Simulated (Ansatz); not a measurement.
## Ligand exchange: C2H7BS2 + SiH(CH3)Cl2 → B(CH3)(SH)2 + Si(CH3)2Cl2

Species: C2H7BS2 `CCB(S)S`, singlet; SiH(CH3)Cl2 (methyldichlorosilane), singlet; B(CH3)(SH)2, singlet; Si(CH3)2Cl2 (dichlorodimethylsilane), singlet. The partners trade CH3 for H: C–CH3 and Si–H bonds give way to C–H and Si–CH3.

Shapes, held fixed at every level: PBE0-D4/def2-TZVP. Flexible molecules stand in one conformer, not always the lowest. Programs: Ansatz 0.2.0. Electronic energies: no zero-point or thermal term.

| level | kind | ΔE (kJ/mol) | less CCSD(T)/CBS estimate |
| --- | --- | --- | --- |
| HF/def2-TZVPP | Hartree–Fock | -61.7 | +3.6 |
| PBE-D4/def2-TZVPP | GGA | -67.3 | -2.0 |
| B3LYP-D4/def2-TZVPP | global hybrid | -67.2 | -1.9 |
| PBE0-D4/def2-TZVPP | global hybrid | -67.4 | -2.1 |
| wB97X-V/def2-TZVPP | range-separated hybrid | -65.4 | -0.1 |
| B2PLYP/def2-TZVPP | double hybrid | -65.8 | -0.5 |
| CCSD/def2-TZVPP | coupled cluster or CI | -63.6 | +1.7 |
| CCSD(T)/CBS estimate | coupled cluster or CI | -65.3 | 0.0 |

The highest level, CCSD(T)/CBS estimate, gives ΔE = -65.3 kJ/mol; the levels span -67.4 to -61.7. The column of differences is taken from that level and isn't an error. No measured value is set beside it here. The CBS estimate extrapolates MP2 from def2-TZVPP and def2-QZVPP and adds CCSD(T) − MP2 in the triple-zeta set, cores frozen.

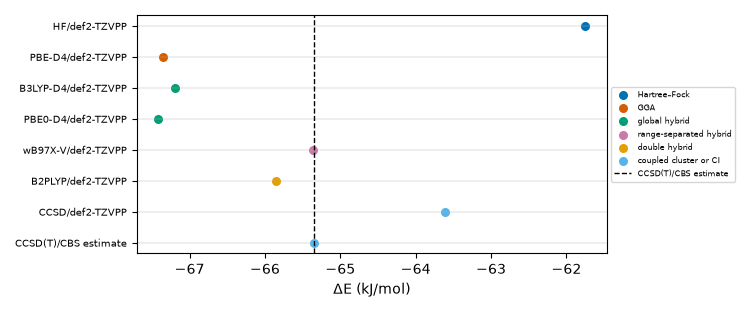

The values of the table, level by level.
